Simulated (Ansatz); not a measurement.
# H7NOSi2: what the fields show

| atom | x (Å) | y (Å) | z (Å) |
| --- | --- | --- | --- |
| Si | -0.1163 | 0.2431 | -0.3511 |
| O | -0.9155 | 0.3963 | 1.1719 |
| Si | -1.2532 | -0.4068 | 2.6571 |
| H | -1.7077 | -1.8412 | 2.4246 |
| H | -0.0281 | -0.4417 | 3.5543 |
| H | -2.3568 | 0.3547 | 3.3553 |
| N | 1.5748 | -0.2495 | -0.3022 |
| H | 1.8603 | -1.2226 | -0.3621 |
| H | 2.3310 | 0.3939 | -0.0865 |
| H | -0.1955 | 1.6213 | -0.9544 |
| H | -0.8231 | -0.8281 | -1.1576 |

The calculation used RKS PBE-D4/6-31G (Ansatz 0.2.0).

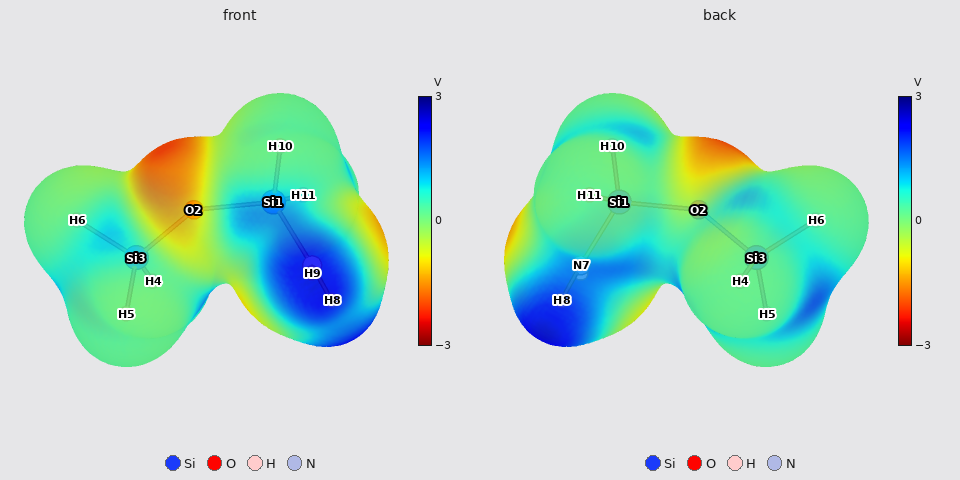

Figure 1. The molecular electrostatic potential painted on the density surface at 0.004 e/bohr³, seen from the front and from behind; the colour scale runs from red (negative) to blue (positive).

**Where is the surface potential most negative and most positive?**

The most negative region (about −2.0 V) lies over O2, the most positive (about +2.4 V) over H8 and H9. O2 is the likeliest acceptor of a hydrogen bond.

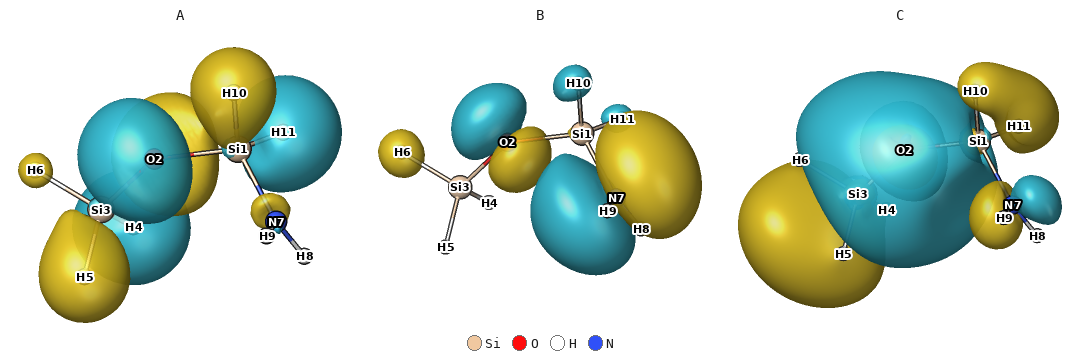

Figure 2. Three frontier orbitals at ±0.06 Å⁻³ᐟ² (yellow and cyan are the two phases), in no order.

**Order the three orbitals by energy and name them.**

A is the HOMO−1 (−6.41 eV). It lies mainly on O2 (about 60 %), H4 (about 10 %) and H11 (about 10 %). B is the HOMO (−5.77 eV). It lies mainly on N7 (about 65 %) and O2 (about 10 %); largely a lone pair of N7. C is the LUMO (−0.42 eV). Its weight (Hirshfeld) is mainly on Si3 (about 45 %), O2 (about 15 %) and Si1 (about 15 %).

**What is the HOMO–LUMO gap?**

5.35 eV between the orbital energies.

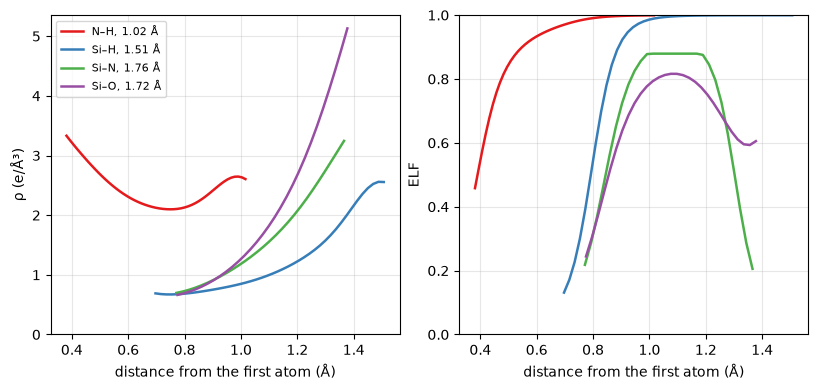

Figure 3. Electron density and ELF along straight lines between neighbouring atoms. The curves leave out the atomic cores.

**What can be read from the curves?**

N–H (1.02 Å): ρ at the midpoint is about 2.6 e/Å³; the ELF climbs to about 1 towards the hydrogen, as it does in any bond to H: an ordinary covalent bond to hydrogen.
Si–H (1.51 Å): ρ at the midpoint is about 0.67 e/Å³; the ELF climbs to about 1 towards the hydrogen.
Si–N (1.76 Å): the density is about 0.87 e/Å³ at the midpoint; the ELF peaks at about 0.90 between the atoms (a shared but strongly polarised pair).
Si–O (1.72 Å): ρ is about 0.8 e/Å³ halfway; the ELF peaks at about 0.80 between the atoms: a polar covalent bond.

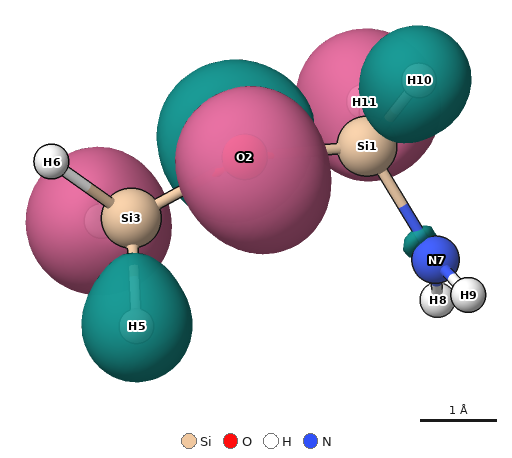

Figure 4. The HOMO−1 at ±0.08 Å⁻³ᐟ² (teal and pink are the two phases), seen across its widest extent.

**Describe this orbital and give its energy.**

It lies mainly on O2 (about 60 %), H4 (about 10 %) and H11 (about 10 %). Its energy is −6.41 eV.
